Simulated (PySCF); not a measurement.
# C₃H₅BCl₂Si: NMR shielding calculation

System: C₃H₅BCl₂Si, SMILES [SiH3]C=C=CB(Cl)Cl.
Method: GIAO PBE0/pcSseg-1 NMR shielding, non-relativistic, gas phase (PySCF 2.14.0).

The geometry comes from this level: GFN2-xTB. It belongs to a series of runs on one base structure; here: C replaced by Si. Figures and captions count atoms from 1; the log counts them from 0 in places.

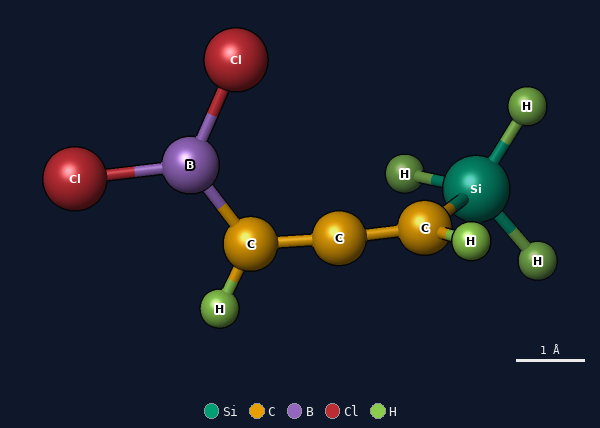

**Figure 1.** The structure (ball-and-stick view, seen at a tilt). Bond lengths as drawn: B–C 1.53 Å, B–Cl 1.73 Å, C–C 1.28 to 1.32 Å, C–H 1.08 Å, C–Si 1.90 Å and H–Si 1.46 to 1.47 Å.

Key numbers

```json
{"quantity": "outcome", "value": "converged"}
{"quantity": "total energy", "value": "−1351.434696 hartree"}
{"quantity": "HOMO", "value": "−8.04 eV"}
{"quantity": "LUMO", "value": "−1.93 eV"}
{"quantity": "dipole moment", "value": "2.53 D"}
{"quantity": "isotropic shielding, Si", "value": "418.5 ppm"}
{"quantity": "isotropic shielding, C", "value": "−42.2 to 114.4 ppm"}
{"quantity": "isotropic shielding, B", "value": "46.5 ppm"}
{"quantity": "isotropic shielding, Cl", "value": "693.6 to 720.9 ppm"}
{"quantity": "isotropic shielding, H", "value": "26.3 to 27.5 ppm"}
{"quantity": "hardware", "value": "1 CPU thread, shared host"}
{"quantity": "wall time", "value": "28 s"}
{"quantity": "peak memory", "value": "0.74 GiB"}
```

Input file
```
{"job": {"kind": "nmr", "xc": "PBE0", "basis": "pcSseg-1"}, "charge": 0, "multiplicity": 1}
Si    -2.311545    -0.004065     0.371015
C     -0.895441     0.349770    -0.839376
C      0.289053    -0.124805    -0.689570
C      1.485440    -0.610417    -0.436415
B      2.535240     0.125662     0.400782
Cl     4.102993    -0.557917     0.649923
Cl     2.186169     1.657218     1.128370
H     -2.785444     1.284410     0.879314
H     -1.833245    -0.865195     1.447817
H     -3.373768    -0.664018    -0.393951
H     -1.131756     0.984098    -1.680344
H      1.733503    -1.575426    -0.863590
```

The first line tells a small driver script what to run in PySCF; the rest is the geometry in Å.

Launch command:
```bash
OMP_NUM_THREADS=1 python <driver script> task.json out
```

Log
```
coarse grid: 12320 points
cycle   1  E = -1351.3618525607  dE =  8.152e-01  |g| = 3.618e-01  |ddm| = 3.574e+00
cycle   2  E = -1351.3638491716  dE = -1.997e-03  |g| = 3.704e-01  |ddm| = 6.740e-01
cycle   3  E = -1351.3963931265  dE = -3.254e-02  |g| = 5.727e-02  |ddm| = 3.344e-01
cycle   4  E = -1351.3969883359  dE = -5.952e-04  |g| = 3.538e-02  |ddm| = 9.562e-02
cycle   5  E = -1351.3973266093  dE = -3.383e-04  |g| = 8.249e-03  |ddm| = 4.066e-02
cycle   6  E = -1351.3973434365  dE = -1.683e-05  |g| = 1.542e-03  |ddm| = 8.168e-03
cycle   7  E = -1351.3973439296  dE = -4.931e-07  |g| = 7.867e-04  |ddm| = 2.401e-03
final grid: 107112 points
cycle   8  E = -1351.4346880540  dE = -2.522e-05  |g| = 5.654e-03  |ddm| = 3.565e-02
cycle   9  E = -1351.4346853004  dE =  2.754e-06  |g| = 5.980e-03  |ddm| = 1.336e-02
cycle  10  E = -1351.4346953954  dE = -1.010e-05  |g| = 1.383e-03  |ddm| = 7.929e-03
cycle  11  E = -1351.4346958110  dE = -4.155e-07  |g| = 3.928e-04  |ddm| = 1.384e-03
cycle  12  E = -1351.4346958471  dE = -3.616e-08  |g| = 6.238e-05  |ddm| = 3.330e-04
cycle  13  E = -1351.4346958480  dE = -8.363e-10  |g| = 2.002e-05  |ddm| = 6.943e-05
```

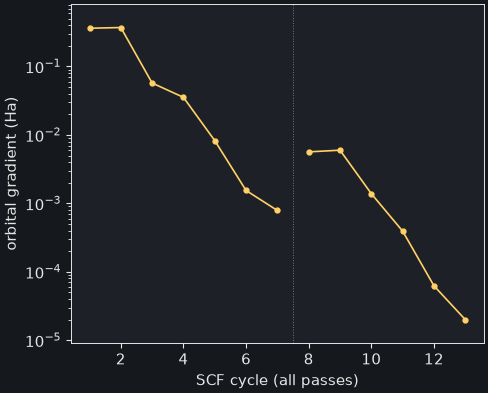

**Figure 2.** Convergence of the self-consistent field: orbital gradient against the SCF cycle. The dotted line marks the change from a coarse to the final integration grid. The first 7 cycles use a coarse grid, the final grid takes over at cycle 8, and the field converges after 13 cycles in all.

```
converged SCF energy = -1351.4346958480

GIAO shielding tensors (ppm)
atom      isotropic    diamagn.    paramagn.     s11        s22        s33       span
  0 Si     418.504     880.121    -461.617    392.808    407.185    455.521     62.713
  1 C      114.449     269.809    -155.360     22.939    148.875    171.532    148.593
  2 C      -42.181     260.626    -302.807    -95.894    -75.388     44.739    140.634
  3 C      100.355     265.330    -164.975     26.410    121.298    153.358    126.948
  4 B       46.469     190.532    -144.062     11.240     39.167     89.001     77.761
  5 Cl     693.596    1145.835    -452.239    446.573    746.158    888.057    441.484
  6 Cl     720.890    1148.564    -427.674    449.107    780.549    933.013    483.906
  7 H       27.261      28.765      -1.503     23.989     25.599     32.196      8.206
  8 H       27.515      29.465      -1.950     24.370     26.862     31.312      6.942
  9 H       27.309      28.335      -1.025     23.983     25.278     32.667      8.684
 10 H       26.720      30.572      -3.852     24.081     26.507     29.573      5.492
 11 H       26.299      30.851      -4.552     22.899     26.538     29.461      6.562
```

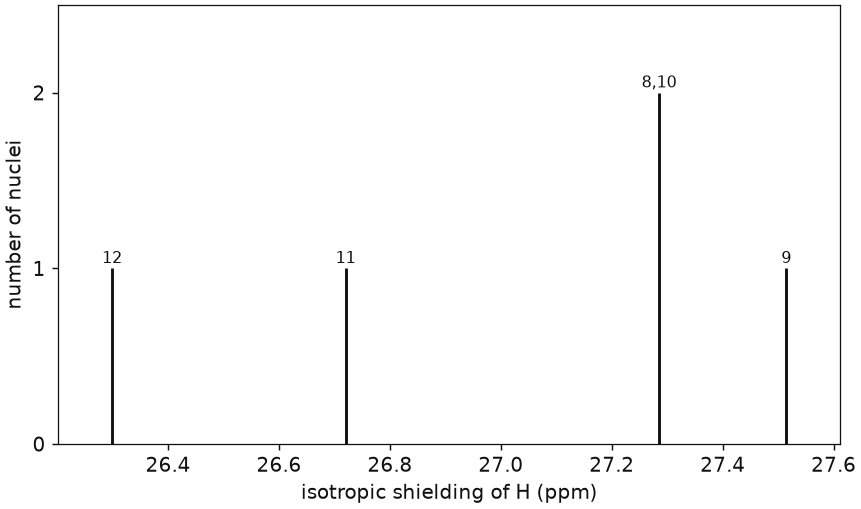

**Figure 3.** Isotropic shieldings of the hydrogen nuclei in this fixed geometry, labelled by atom number; shielding grows to the right, so chemical shift grows to the left. The least shielded is H12 (26.3 ppm), the most shielded H9 (27.5 ppm).

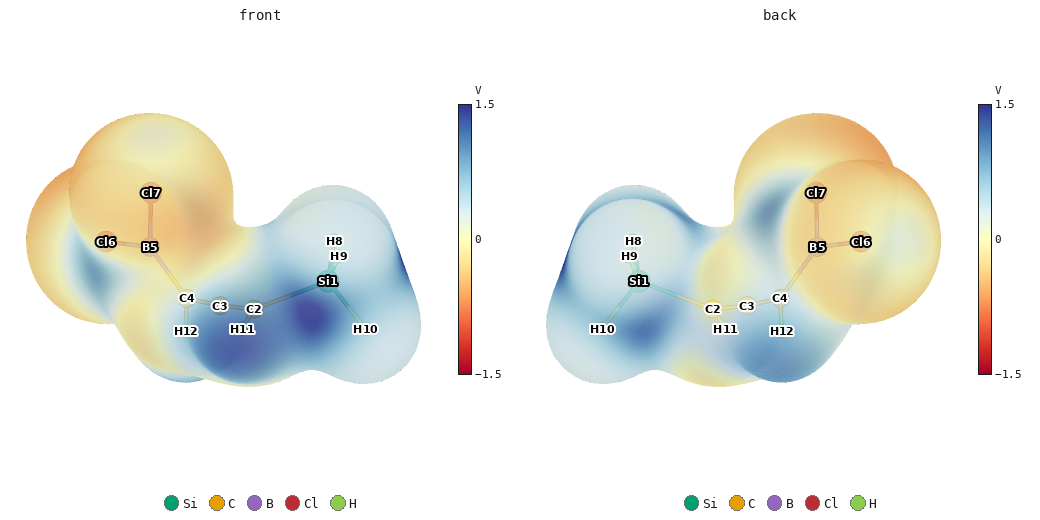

**Figure 4.** The molecular electrostatic potential painted on the density surface at 0.002 e/bohr³, seen at a tilt and from behind; the colour scale runs from red (negative) to blue (positive). Its dipole moment is 2.53 D.

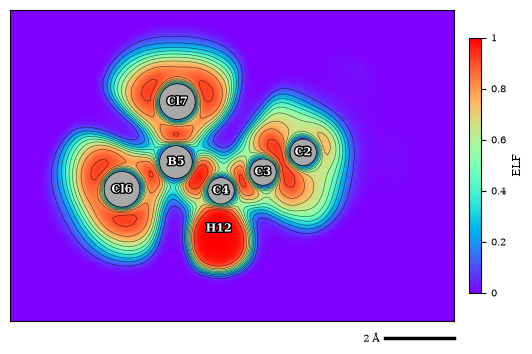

**Figure 5.** ELF on the plane of atoms B5, C4 and H12. Grey discs, where drawn, cover atomic cores. The section cuts through C, B, Cl and H sites. C–C (1.28 Å): the ELF peaks at about 0.90 between the atoms; a double or triple bond. C–B (1.53 Å): the ELF peaks at about 0.95 between the atoms, which marks a covalent bond.
